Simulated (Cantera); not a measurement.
Feed: 1 mol Si, 0.61 mol Cl₂, 3.8 mol H₂, 2.1 mol HCl, at 21.0 bar.

These are equilibrium values from Cantera (NASA tables, ideal gas, pure condensed phases), not measurements of a reactor. Candidate condensed phases: Si; 19 gas species. The tables' values for SiCl₃ are old estimates; treat these amounts as uncertain. Gases not in the tables: Si₂H₆ and higher silanes. Equilibrium is a limit: real reactors are often held back by kinetics, nucleation or transport.

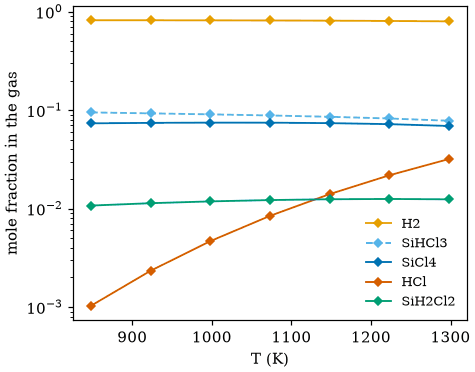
Figure: Equilibrium gas composition (values under 1e-9 drawn at 1e-9)

From 848 K to 1298 K the condensed part is Si(s). The main Si-bearing gas is SiHCl₃ throughout. The share of Si in condensed phases is highest at 1298 K (5.0 %) and lowest at 848 K (1.0 %).
